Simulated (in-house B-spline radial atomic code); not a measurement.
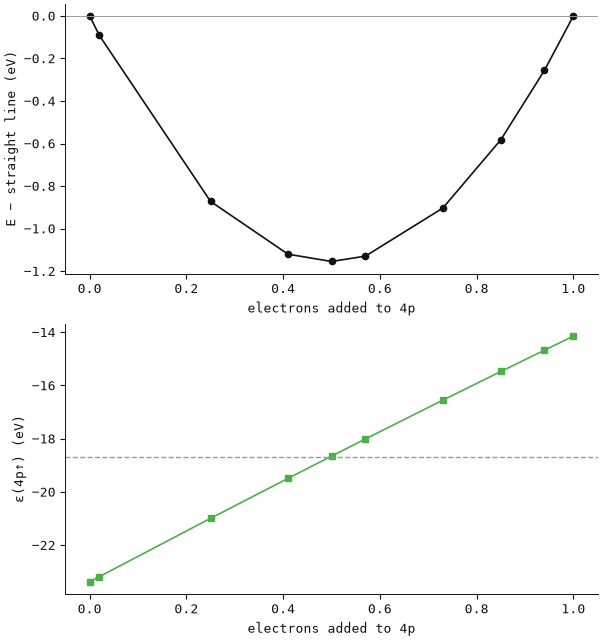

Theory: scalar-relativistic (spin-free one-electron X2C) LDA (Slater, PW92), spin-polarised, spherical fractional occupations, Fermi nucleus, basis-set limit (computed with an in-house B-spline radial code). The occupation of the 4p shell is varied from As²⁺ ([Ar] 3d10 4s2 4p1 (high spin)) to As⁺ ([Ar] 3d10 4s2 4p2 (high spin)), with spherical fractional occupations. The plot shows the total energy less the straight line between the end points, and the eigenvalue of 4p↑ (the dashed line is minus the energy to take the whole electron out).

What does the shape say about the method?

The curve is convex (below the straight line), with the largest deviation among the points computed, −1.15 eV, at 0.5. The end points differ by 18.7 eV, the energy to take the electron out. The eigenvalue, which is the slope of the energy (Janak's theorem), moves from −23.4 eV at 0 to −14.1 eV at 1; for a straight line it would stay constant, and a parabola would sag by an eighth of this change, scaled to a whole electron, 1.15 eV. Convexity is the mark of the delocalisation error, which puts fractional charges too low; for p, d and f shells the spherical spreading of the fraction adds to it.
